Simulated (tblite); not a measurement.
# C7H14N2Si: the cost of one run

Programs: tblite 0.8.0 and PySCF 2.14.0, with density-fitted response routines of our own. Each step states its level of theory. These are calculated values for one molecule in the gas phase, unless marked as measured. Atoms count from 0, in the outputs and in this text.

## 1. The starting structure

24 atoms, charge 0, multiplicity 1; geometry from: force field or distance geometry start.

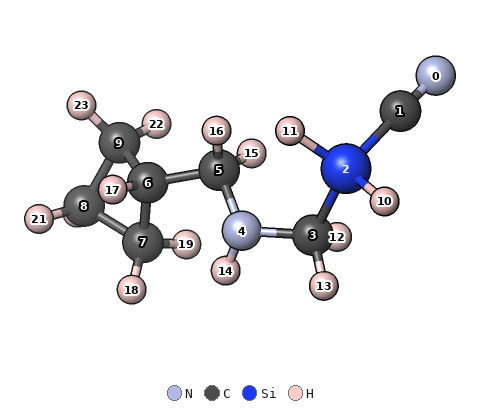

The starting geometry (nitrogen light blue, carbon dark grey, silicon blue, hydrogen pink), atoms numbered.

## 2. Geometry optimisation with GFN2-xTB

Job settings and geometry (Å):

```
{"job": {"kind": "relax", "xc": "GFN2-xTB", "basis": "xTB"}, "charge": 0, "multiplicity": 1}
N      4.396100     1.970300    -1.216700
C      3.935900     1.084900    -0.648000
Si     3.252500    -0.361100     0.269000
C      1.901100    -1.174200    -0.695200
N      0.628100    -1.056900    -0.045900
C      0.151200     0.302800     0.094500
C     -1.295900     0.188700     0.464900
C     -2.067500    -0.544600    -0.636600
C     -3.228900     0.339100    -0.248100
C     -2.179200     1.352800     0.145500
H      4.308700    -1.366500     0.478000
H      2.702500     0.104200     1.532000
H      1.824000    -0.815600    -1.732700
H      2.124800    -2.286100    -0.788200
H     -0.079800    -1.576600    -0.599400
H      0.384600     0.927300    -0.748700
H      0.658600     0.710100     1.032900
H     -1.505100    -0.278800     1.444300
H     -2.190100    -1.615500    -0.443000
H     -1.679000    -0.293700    -1.656300
H     -3.903500     0.635200    -1.073100
H     -3.741200    -0.159100     0.624100
H     -1.848200     2.006200    -0.708700
H     -2.561200     1.926800     0.996500
```

Command:

```console
OMP_NUM_THREADS=1 python probes_run.py task.json out
```

One launch serves the whole session: the jobs run in the order shown.

**Question.** How long does this first job take on 1 thread of Arm Neoverse V1, shared host?

About 1.5 s.
